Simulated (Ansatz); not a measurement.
## Molecular dynamics, with input and output: GePH6F (part 1 of 5)

System: GePH6F.
Method: RKS B3LYP-D4/def2-SVP (Ansatz 0.2.0).

It belongs to a series of runs on one base structure; here: dynamics from the highest image of the converged band. Figures and captions count atoms from 1; the log counts them from 0 in places.

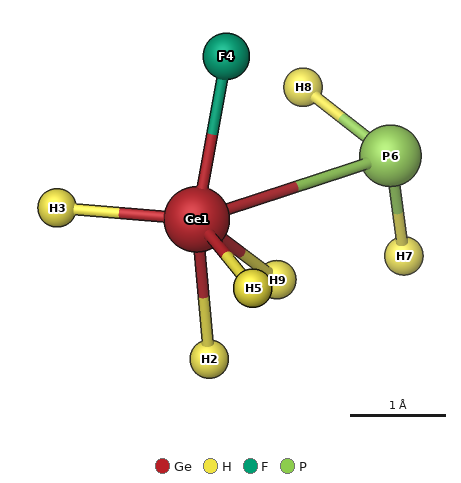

Figure 1. The structure as given in the input (ball-and-stick view, seen at a tilt; atoms are numbered from 1 in the order of the input). Sticks mark near contacts.

Input file:
```yaml
crystal:
  periodic: [false, false, false]
  atoms:
    - { symbol: Ge, position_ang: [-0.116231, -0.011313, -0.037875] }
    - { symbol: H, position_ang: [-0.110193, -1.380289, 1.106769] }
    - { symbol: H, position_ang: [0.985124, 0.656421, 0.790787] }
    - { symbol: F, position_ang: [-0.812255, 1.45319, -0.782065] }
    - { symbol: H, position_ang: [0.033635, -0.957177, -1.226319] }
    - { symbol: P, position_ang: [-2.721973, -0.051405, 0.779399] }
    - { symbol: H, position_ang: [-2.848329, -1.036644, 1.818469] }
    - { symbol: H, position_ang: [-2.441954, 0.993982, 1.711607] }
    - { symbol: H, position_ang: [-1.138523, -0.843464, 1.086925] }
basis:
  gaussian: { orbitals: def2-SVP }
hamiltonian:
  xc: b3lyp
  dispersion: d4
md:
  timestep: 0.5
  n_steps: 200
  ensemble: nve
  temperature: 300.0
  initial_velocities: maxwell_boltzmann
  seed: 3467
```

Hardware: 2 threads of Arm Neoverse V1, 24 GiB of memory available, shared host.

Run as:
```bash
ansatz run input.yaml --threads 2 --pin off --max-ram 3072MiB --backend cpu --events-out ev --progress --plain --runs-dir out
```

Output:
```
Engine: ansatz 0.2.0, aarch64-unknown-linux-gnu
Functional definition: B3LYP
  parameter a0 = 0.2
  parameter ax = 0.72
  parameter ac = 0.81
  exchange = (1 - a0 - ax)*slater_x + ax*b88_x + a0*exact_x
  correlation = (1 - ac)*vwn_rpa_c + ac*lyp_c
986 factors; integrals over basis functions are off by at most 4.4e-4 eV
mean field evaluation 1: about -68606.3985 eV, gradient 3.9e1 eV
mean field evaluation 2: about -68599.1676 eV, gradient 7.9e1 eV
mean field evaluation 4: about -68608.6647 eV, gradient 2.7e0 eV
mean field evaluation 8: about -68608.6848 eV, gradient 3.9e-2 eV
mean field -68608.68484426 eV, -2521.3226633895 hartree, gradient 2.3e-5 eV, S^2 0.000000; 0 other end points of the search recorded, 0 dependent functions left out
the calculation of the forces begins
reference -68608.68508762 eV, -2521.3226723331 hartree; 31, 31 occupied and 63, 63 virtual orbitals, 986 factors
md step     0: t =     0.00 fs  T =   300.0 K  F+E_penalty+E_count = -68608.96304535 eV  E_kin = 0.271446 eV  conserved = -68608.69159935 eV  (25 SCF iters)
these checks for a lower state are left out or cut short: starts, cluster_reference, orbital_swaps, neighbouring_geometries, increment
986 factors; integrals over basis functions are off by at most 4.8e-4 eV
mean field evaluation 16: about -68608.6692 eV, gradient 9.0e-1 eV
mean field -68608.68063045 eV, -2521.3225085349 hartree, gradient 8.0e-5 eV, S^2 0.000000; 0 other end points of the search recorded, 0 dependent functions left out
the calculation of the forces begins
reference -68608.68087358 eV, -2521.3225174701 hartree; 31, 31 occupied and 63, 63 virtual orbitals, 986 factors
md step     1: t =     0.50 fs  T =   295.3 K  F+E_penalty+E_count = -68608.95878015 eV  E_kin = 0.267212 eV  conserved = -68608.69156792 eV  (26 SCF iters, 3 dispersion substeps)
[... from here on the SCF iterations and repeated set-up lines of each step are left out, up to the last step ...]
md step     2: t =     1.00 fs  T =   281.8 K  F+E_penalty+E_count = -68608.94642401 eV  E_kin = 0.254967 eV  conserved = -68608.69145738 eV  (26 SCF iters, 3 dispersion substeps)
md step     3: t =     1.50 fs  T =   261.3 K  F+E_penalty+E_count = -68608.92775415 eV  E_kin = 0.236472 eV  conserved = -68608.69128225 eV  (26 SCF iters, 3 dispersion substeps)
md step     4: t =     2.00 fs  T =   237.0 K  F+E_penalty+E_count = -68608.90555173 eV  E_kin = 0.214479 eV  conserved = -68608.69107269 eV  (26 SCF iters, 3 dispersion substeps)
md step     5: t =     2.50 fs  T =   212.5 K  F+E_penalty+E_count = -68608.88312149 eV  E_kin = 0.192251 eV  conserved = -68608.69087055 eV  (26 SCF iters, 3 dispersion substeps)
md step     6: t =     3.00 fs  T =   191.1 K  F+E_penalty+E_count = -68608.86363978 eV  E_kin = 0.172921 eV  conserved = -68608.69071857 eV  (26 SCF iters, 3 dispersion substeps)
md step     7: t =     3.50 fs  T =   175.6 K  F+E_penalty+E_count = -68608.84949512 eV  E_kin = 0.158848 eV  conserved = -68608.69064724 eV  (26 SCF iters, 3 dispersion substeps)
md step     8: t =     4.00 fs  T =   167.1 K  F+E_penalty+E_count = -68608.84181889 eV  E_kin = 0.151154 eV  conserved = -68608.69066485 eV  (26 SCF iters, 3 dispersion substeps)
md step     9: t =     4.50 fs  T =   165.3 K  F+E_penalty+E_count = -68608.84035651 eV  E_kin = 0.149601 eV  conserved = -68608.69075511 eV  (26 SCF iters, 3 dispersion substeps)
md step    10: t =     5.00 fs  T =   168.9 K  F+E_penalty+E_count = -68608.84371385 eV  E_kin = 0.152830 eV  conserved = -68608.69088380 eV  (26 SCF iters, 3 dispersion substeps)
md step    11: t =     5.50 fs  T =   175.6 K  F+E_penalty+E_count = -68608.84988016 eV  E_kin = 0.158869 eV  conserved = -68608.69101089 eV  (26 SCF iters, 3 dispersion substeps)
md step    12: t =     6.00 fs  T =   183.2 K  F+E_penalty+E_count = -68608.85684573 eV  E_kin = 0.165743 eV  conserved = -68608.69110229 eV  (26 SCF iters, 3 dispersion substeps)
md step    13: t =     6.50 fs  T =   190.1 K  F+E_penalty+E_count = -68608.86313279 eV  E_kin = 0.171994 eV  conserved = -68608.69113874 eV  (26 SCF iters, 3 dispersion substeps)
md step    14: t =     7.00 fs  T =   195.6 K  F+E_penalty+E_count = -68608.86811668 eV  E_kin = 0.177001 eV  conserved = -68608.69111550 eV  (26 SCF iters, 3 dispersion substeps)
md step    15: t =     7.50 fs  T =   200.1 K  F+E_penalty+E_count = -68608.87211423 eV  E_kin = 0.181074 eV  conserved = -68608.69104064 eV  (26 SCF iters, 3 dispersion substeps)
md step    16: t =     8.00 fs  T =   204.8 K  F+E_penalty+E_count = -68608.87627485 eV  E_kin = 0.185345 eV  conserved = -68608.69092966 eV  (26 SCF iters, 3 dispersion substeps)
md step    17: t =     8.50 fs  T =   211.7 K  F+E_penalty+E_count = -68608.88234977 eV  E_kin = 0.191549 eV  conserved = -68608.69080122 eV  (26 SCF iters, 3 dispersion substeps)
md step    18: t =     9.00 fs  T =   223.0 K  F+E_penalty+E_count = -68608.89240747 eV  E_kin = 0.201734 eV  conserved = -68608.69067361 eV  (26 SCF iters, 3 dispersion substeps)
md step    19: t =     9.50 fs  T =   240.9 K  F+E_penalty+E_count = -68608.90854141 eV  E_kin = 0.217976 eV  conserved = -68608.69056507 eV  (26 SCF iters, 3 dispersion substeps)
md step    20: t =    10.00 fs  T =   267.5 K  F+E_penalty+E_count = -68608.93257121 eV  E_kin = 0.242077 eV  conserved = -68608.69049410 eV  (25 SCF iters, 3 dispersion substeps)
md step    21: t =    10.50 fs  T =   304.2 K  F+E_penalty+E_count = -68608.96571525 eV  E_kin = 0.275233 eV  conserved = -68608.69048261 eV  (25 SCF iters, 3 dispersion substeps)
md step    22: t =    11.00 fs  T =   351.1 K  F+E_penalty+E_count = -68609.00824557 eV  E_kin = 0.317693 eV  conserved = -68608.69055264 eV  (26 SCF iters, 3 dispersion substeps)
md step    23: t =    11.50 fs  T =   407.4 K  F+E_penalty+E_count = -68609.05937813 eV  E_kin = 0.368661 eV  conserved = -68608.69071759 eV  (26 SCF iters, 3 dispersion substeps)
md step    24: t =    12.00 fs  T =   471.5 K  F+E_penalty+E_count = -68609.11763308 eV  E_kin = 0.426637 eV  conserved = -68608.69099581 eV  (26 SCF iters, 3 dispersion substeps)
md step    25: t =    12.50 fs  T =   540.4 K  F+E_penalty+E_count = -68609.18040560 eV  E_kin = 0.488994 eV  conserved = -68608.69141145 eV  (26 SCF iters, 3 dispersion substeps)
md step    26: t =    13.00 fs  T =   608.8 K  F+E_penalty+E_count = -68609.24276360 eV  E_kin = 0.550877 eV  conserved = -68608.69188660 eV  (26 SCF iters, 3 dispersion substeps)
md step    27: t =    13.50 fs  T =   670.8 K  F+E_penalty+E_count = -68609.29910394 eV  E_kin = 0.606915 eV  conserved = -68608.69218896 eV  (25 SCF iters, 3 dispersion substeps)
md step    28: t =    14.00 fs  T =   724.1 K  F+E_penalty+E_count = -68609.34712736 eV  E_kin = 0.655144 eV  conserved = -68608.69198360 eV  (25 SCF iters, 3 dispersion substeps)
md step    29: t =    14.50 fs  T =   774.9 K  F+E_penalty+E_count = -68609.39228116 eV  E_kin = 0.701141 eV  conserved = -68608.69113971 eV  (25 SCF iters, 3 dispersion substeps)
md step    30: t =    15.00 fs  T =   838.3 K  F+E_penalty+E_count = -68609.44866454 eV  E_kin = 0.758481 eV  conserved = -68608.69018333 eV  (25 SCF iters, 3 dispersion substeps)
md step    31: t =    15.50 fs  T =   929.2 K  F+E_penalty+E_count = -68609.53078678 eV  E_kin = 0.840717 eV  conserved = -68608.69006965 eV  (25 SCF iters, 3 dispersion substeps)
md step    32: t =    16.00 fs  T =  1049.0 K  F+E_penalty+E_count = -68609.64019930 eV  E_kin = 0.949140 eV  conserved = -68608.69105965 eV  (25 SCF iters, 3 dispersion substeps)
md step    33: t =    16.50 fs  T =  1182.3 K  F+E_penalty+E_count = -68609.76210974 eV  E_kin = 1.069794 eV  conserved = -68608.69231606 eV  (25 SCF iters, 3 dispersion substeps)
md step    34: t =    17.00 fs  T =  1308.8 K  F+E_penalty+E_count = -68609.87718718 eV  E_kin = 1.184249 eV  conserved = -68608.69293853 eV  (26 SCF iters, 3 dispersion substeps)
md step    35: t =    17.50 fs  T =  1417.1 K  F+E_penalty+E_count = -68609.97496240 eV  E_kin = 1.282193 eV  conserved = -68608.69276948 eV  (26 SCF iters, 3 dispersion substeps)
md step    36: t =    18.00 fs  T =  1508.5 K  F+E_penalty+E_count = -68610.05714245 eV  E_kin = 1.364955 eV  conserved = -68608.69218750 eV  (26 SCF iters, 3 dispersion substeps)
md step    37: t =    18.50 fs  T =  1592.2 K  F+E_penalty+E_count = -68610.13228633 eV  E_kin = 1.440662 eV  conserved = -68608.69162451 eV  (25 SCF iters, 3 dispersion substeps)
md step    38: t =    19.00 fs  T =  1676.6 K  F+E_penalty+E_count = -68610.20830938 eV  E_kin = 1.517059 eV  conserved = -68608.69124991 eV  (25 SCF iters, 3 dispersion substeps)
md step    39: t =    19.50 fs  T =  1767.0 K  F+E_penalty+E_count = -68610.28993448 eV  E_kin = 1.598855 eV  conserved = -68608.69107910 eV  (25 SCF iters, 3 dispersion substeps)
md step    40: t =    20.00 fs  T =  1865.7 K  F+E_penalty+E_count = -68610.37933257 eV  E_kin = 1.688154 eV  conserved = -68608.69117810 eV  (26 SCF iters, 3 dispersion substeps)
md step    41: t =    20.50 fs  T =  1971.0 K  F+E_penalty+E_count = -68610.47499501 eV  E_kin = 1.783440 eV  conserved = -68608.69155537 eV  (25 SCF iters, 3 dispersion substeps)
md step    42: t =    21.00 fs  T =  2077.1 K  F+E_penalty+E_count = -68610.57170743 eV  E_kin = 1.879431 eV  conserved = -68608.69227645 eV  (25 SCF iters, 3 dispersion substeps)
md step    43: t =    21.50 fs  T =  2172.1 K  F+E_penalty+E_count = -68610.65871877 eV  E_kin = 1.965398 eV  conserved = -68608.69332054 eV  (25 SCF iters, 3 dispersion substeps)
md step    44: t =    22.00 fs  T =  2239.0 K  F+E_penalty+E_count = -68610.72003786 eV  E_kin = 2.025896 eV  conserved = -68608.69414225 eV  (24 SCF iters, 3 dispersion substeps)
md step    45: t =    22.50 fs  T =  2266.3 K  F+E_penalty+E_count = -68610.74440964 eV  E_kin = 2.050586 eV  conserved = -68608.69382394 eV  (25 SCF iters, 3 dispersion substeps)
md step    46: t =    23.00 fs  T =  2262.3 K  F+E_penalty+E_count = -68610.73896648 eV  E_kin = 2.047009 eV  conserved = -68608.69195773 eV  (25 SCF iters, 3 dispersion substeps)
md step    47: t =    23.50 fs  T =  2258.0 K  F+E_penalty+E_count = -68610.73296048 eV  E_kin = 2.043076 eV  conserved = -68608.68988411 eV  (25 SCF iters, 3 dispersion substeps)
md step    48: t =    24.00 fs  T =  2284.4 K  F+E_penalty+E_count = -68610.75681219 eV  E_kin = 2.066993 eV  conserved = -68608.68981957 eV  (25 SCF iters, 3 dispersion substeps)
md step    49: t =    24.50 fs  T =  2342.6 K  F+E_penalty+E_count = -68610.81137921 eV  E_kin = 2.119651 eV  conserved = -68608.69172824 eV  (26 SCF iters, 3 dispersion substeps)
md step    50: t =    25.00 fs  T =  2403.9 K  F+E_penalty+E_count = -68610.86849346 eV  E_kin = 2.175099 eV  conserved = -68608.69339444 eV  (26 SCF iters, 3 dispersion substeps)
md step    51: t =    25.50 fs  T =  2440.6 K  F+E_penalty+E_count = -68610.90184501 eV  E_kin = 2.208307 eV  conserved = -68608.69353804 eV  (25 SCF iters, 3 dispersion substeps)
md step    52: t =    26.00 fs  T =  2447.5 K  F+E_penalty+E_count = -68610.90712834 eV  E_kin = 2.214536 eV  conserved = -68608.69259237 eV  (26 SCF iters, 3 dispersion substeps)
md step    53: t =    26.50 fs  T =  2438.4 K  F+E_penalty+E_count = -68610.89775201 eV  E_kin = 2.206271 eV  conserved = -68608.69148125 eV  (26 SCF iters, 3 dispersion substeps)
md step    54: t =    27.00 fs  T =  2431.2 K  F+E_penalty+E_count = -68610.89061423 eV  E_kin = 2.199833 eV  conserved = -68608.69078165 eV  (26 SCF iters, 3 dispersion substeps)
md step    55: t =    27.50 fs  T =  2437.0 K  F+E_penalty+E_count = -68610.89552166 eV  E_kin = 2.205031 eV  conserved = -68608.69049079 eV  (26 SCF iters, 3 dispersion substeps)
md step    56: t =    28.00 fs  T =  2459.4 K  F+E_penalty+E_count = -68610.91583198 eV  E_kin = 2.225318 eV  conserved = -68608.69051363 eV  (26 SCF iters, 3 dispersion substeps)
md step    57: t =    28.50 fs  T =  2498.3 K  F+E_penalty+E_count = -68610.95136541 eV  E_kin = 2.260502 eV  conserved = -68608.69086316 eV  (25 SCF iters, 3 dispersion substeps)
md step    58: t =    29.00 fs  T =  2548.9 K  F+E_penalty+E_count = -68610.99793111 eV  E_kin = 2.306292 eV  conserved = -68608.69163907 eV  (26 SCF iters, 3 dispersion substeps)
md step    59: t =    29.50 fs  T =  2598.8 K  F+E_penalty+E_count = -68611.04423013 eV  E_kin = 2.351436 eV  conserved = -68608.69279381 eV  (25 SCF iters, 3 dispersion substeps)
md step    60: t =    30.00 fs  T =  2629.1 K  F+E_penalty+E_count = -68611.07252031 eV  E_kin = 2.378827 eV  conserved = -68608.69369316 eV  (25 SCF iters, 3 dispersion substeps)
md step    61: t =    30.50 fs  T =  2626.7 K  F+E_penalty+E_count = -68611.07011640 eV  E_kin = 2.376723 eV  conserved = -68608.69339366 eV  (26 SCF iters, 3 dispersion substeps)
md step    62: t =    31.00 fs  T =  2599.5 K  F+E_penalty+E_count = -68611.04361826 eV  E_kin = 2.352099 eV  conserved = -68608.69151967 eV  (25 SCF iters, 3 dispersion substeps)
md step    63: t =    31.50 fs  T =  2578.2 K  F+E_penalty+E_count = -68611.02226210 eV  E_kin = 2.332780 eV  conserved = -68608.68948224 eV  (24 SCF iters, 3 dispersion substeps)
md step    64: t =    32.00 fs  T =  2593.2 K  F+E_penalty+E_count = -68611.03593932 eV  E_kin = 2.346393 eV  conserved = -68608.68954608 eV  (23 SCF iters, 3 dispersion substeps)
md step    65: t =    32.50 fs  T =  2643.8 K  F+E_penalty+E_count = -68611.08379595 eV  E_kin = 2.392192 eV  conserved = -68608.69160430 eV  (24 SCF iters, 3 dispersion substeps)
md step    66: t =    33.00 fs  T =  2699.3 K  F+E_penalty+E_count = -68611.13568789 eV  E_kin = 2.442344 eV  conserved = -68608.69334339 eV  (24 SCF iters, 3 dispersion substeps)
md step    67: t =    33.50 fs  T =  2730.8 K  F+E_penalty+E_count = -68611.16435512 eV  E_kin = 2.470874 eV  conserved = -68608.69348091 eV  (24 SCF iters, 3 dispersion substeps)
md step    68: t =    34.00 fs  T =  2733.3 K  F+E_penalty+E_count = -68611.16559840 eV  E_kin = 2.473105 eV  conserved = -68608.69249384 eV  (24 SCF iters, 3 dispersion substeps)
md step    69: t =    34.50 fs  T =  2720.9 K  F+E_penalty+E_count = -68611.15327212 eV  E_kin = 2.461954 eV  conserved = -68608.69131823 eV  (23 SCF iters, 3 dispersion substeps)
md step    70: t =    35.00 fs  T =  2712.9 K  F+E_penalty+E_count = -68611.14516637 eV  E_kin = 2.454647 eV  conserved = -68608.69051970 eV  (24 SCF iters, 3 dispersion substeps)
md step    71: t =    35.50 fs  T =  2722.1 K  F+E_penalty+E_count = -68611.15318159 eV  E_kin = 2.462982 eV  conserved = -68608.69019929 eV  (24 SCF iters, 3 dispersion substeps)
md step    72: t =    36.00 fs  T =  2753.7 K  F+E_penalty+E_count = -68611.18190697 eV  E_kin = 2.491561 eV  conserved = -68608.69034616 eV  (24 SCF iters, 3 dispersion substeps)
md step    73: t =    36.50 fs  T =  2805.4 K  F+E_penalty+E_count = -68611.22931957 eV  E_kin = 2.538350 eV  conserved = -68608.69096985 eV  (25 SCF iters, 3 dispersion substeps)
md step    74: t =    37.00 fs  T =  2867.0 K  F+E_penalty+E_count = -68611.28621583 eV  E_kin = 2.594162 eV  conserved = -68608.69205386 eV  (24 SCF iters, 3 dispersion substeps)
md step    75: t =    37.50 fs  T =  2920.6 K  F+E_penalty+E_count = -68611.33592959 eV  E_kin = 2.642651 eV  conserved = -68608.69327816 eV  (23 SCF iters, 3 dispersion substeps)
md step    76: t =    38.00 fs  T =  2946.8 K  F+E_penalty+E_count = -68611.36019180 eV  E_kin = 2.666342 eV  conserved = -68608.69384982 eV  (23 SCF iters, 3 dispersion substeps)
md step    77: t =    38.50 fs  T =  2938.9 K  F+E_penalty+E_count = -68611.35210057 eV  E_kin = 2.659209 eV  conserved = -68608.69289192 eV  (23 SCF iters, 3 dispersion substeps)
md step    78: t =    39.00 fs  T =  2914.8 K  F+E_penalty+E_count = -68611.32803324 eV  E_kin = 2.637377 eV  conserved = -68608.69065663 eV  (24 SCF iters, 3 dispersion substeps)
md step    79: t =    39.50 fs  T =  2909.2 K  F+E_penalty+E_count = -68611.32162079 eV  E_kin = 2.632344 eV  conserved = -68608.68927661 eV  (24 SCF iters, 3 dispersion substeps)
md step    80: t =    40.00 fs  T =  2942.4 K  F+E_penalty+E_count = -68611.35278269 eV  E_kin = 2.662384 eV  conserved = -68608.69039905 eV  (24 SCF iters, 3 dispersion substeps)
md step    81: t =    40.50 fs  T =  2998.0 K  F+E_penalty+E_count = -68611.40532488 eV  E_kin = 2.712669 eV  conserved = -68608.69265550 eV  (24 SCF iters, 3 dispersion substeps)
md step    82: t =    41.00 fs  T =  3041.1 K  F+E_penalty+E_count = -68611.44548528 eV  E_kin = 2.751686 eV  conserved = -68608.69379896 eV  (23 SCF iters, 3 dispersion substeps)
md step    83: t =    41.50 fs  T =  3051.2 K  F+E_penalty+E_count = -68611.45419646 eV  E_kin = 2.760830 eV  conserved = -68608.69336648 eV  (25 SCF iters, 3 dispersion substeps)
md step    84: t =    42.00 fs  T =  3032.5 K  F+E_penalty+E_count = -68611.43603143 eV  E_kin = 2.743852 eV  conserved = -68608.69217905 eV  (23 SCF iters, 3 dispersion substeps)
md step    85: t =    42.50 fs  T =  3003.1 K  F+E_penalty+E_count = -68611.40835745 eV  E_kin = 2.717304 eV  conserved = -68608.69105359 eV  (23 SCF iters, 3 dispersion substeps)
md step    86: t =    43.00 fs  T =  2981.9 K  F+E_penalty+E_count = -68611.38842518 eV  E_kin = 2.698057 eV  conserved = -68608.69036796 eV  (24 SCF iters, 3 dispersion substeps)
md step    87: t =    43.50 fs  T =  2980.2 K  F+E_penalty+E_count = -68611.38675753 eV  E_kin = 2.696563 eV  conserved = -68608.69019494 eV  (23 SCF iters, 3 dispersion substeps)
md step    88: t =    44.00 fs  T =  3001.1 K  F+E_penalty+E_count = -68611.40602376 eV  E_kin = 2.715469 eV  conserved = -68608.69055434 eV  (23 SCF iters, 3 dispersion substeps)
md step    89: t =    44.50 fs  T =  3038.5 K  F+E_penalty+E_count = -68611.44077479 eV  E_kin = 2.749324 eV  conserved = -68608.69145067 eV  (23 SCF iters, 3 dispersion substeps)
md step    90: t =    45.00 fs  T =  3077.4 K  F+E_penalty+E_count = -68611.47720788 eV  E_kin = 2.784489 eV  conserved = -68608.69271841 eV  (23 SCF iters, 3 dispersion substeps)
md step    91: t =    45.50 fs  T =  3097.1 K  F+E_penalty+E_count = -68611.49613128 eV  E_kin = 2.802359 eV  conserved = -68608.69377199 eV  (23 SCF iters, 3 dispersion substeps)
md step    92: t =    46.00 fs  T =  3082.6 K  F+E_penalty+E_count = -68611.48289977 eV  E_kin = 2.789234 eV  conserved = -68608.69366621 eV  (23 SCF iters, 3 dispersion substeps)
md step    93: t =    46.50 fs  T =  3038.6 K  F+E_penalty+E_count = -68611.44136388 eV  E_kin = 2.749428 eV  conserved = -68608.69193600 eV  (23 SCF iters, 3 dispersion substeps)
md step    94: t =    47.00 fs  T =  2993.7 K  F+E_penalty+E_count = -68611.39868458 eV  E_kin = 2.708769 eV  conserved = -68608.68991573 eV  (23 SCF iters, 3 dispersion substeps)
md step    95: t =    47.50 fs  T =  2978.0 K  F+E_penalty+E_count = -68611.38449497 eV  E_kin = 2.694578 eV  conserved = -68608.68991696 eV  (23 SCF iters, 3 dispersion substeps)
md step    96: t =    48.00 fs  T =  2991.7 K  F+E_penalty+E_count = -68611.39887755 eV  E_kin = 2.706945 eV  conserved = -68608.69193209 eV  (23 SCF iters, 3 dispersion substeps)
md step    97: t =    48.50 fs  T =  3004.8 K  F+E_penalty+E_count = -68611.41247801 eV  E_kin = 2.718841 eV  conserved = -68608.69363674 eV  (23 SCF iters, 3 dispersion substeps)
md step    98: t =    49.00 fs  T =  2989.6 K  F+E_penalty+E_count = -68611.39870539 eV  E_kin = 2.705013 eV  conserved = -68608.69369205 eV  (23 SCF iters, 3 dispersion substeps)
md step    99: t =    49.50 fs  T =  2942.1 K  F+E_penalty+E_count = -68611.35460460 eV  E_kin = 2.662030 eV  conserved = -68608.69257444 eV  (23 SCF iters, 3 dispersion substeps)
md step   100: t =    50.00 fs  T =  2878.6 K  F+E_penalty+E_count = -68611.29586884 eV  E_kin = 2.604623 eV  conserved = -68608.69124551 eV  (24 SCF iters, 3 dispersion substeps)
md step   101: t =    50.50 fs  T =  2820.8 K  F+E_penalty+E_count = -68611.24266153 eV  E_kin = 2.552353 eV  conserved = -68608.69030870 eV  (24 SCF iters, 3 dispersion substeps)
md step   102: t =    51.00 fs  T =  2784.6 K  F+E_penalty+E_count = -68611.20952003 eV  E_kin = 2.519571 eV  conserved = -68608.68994920 eV  (24 SCF iters, 3 dispersion substeps)
```
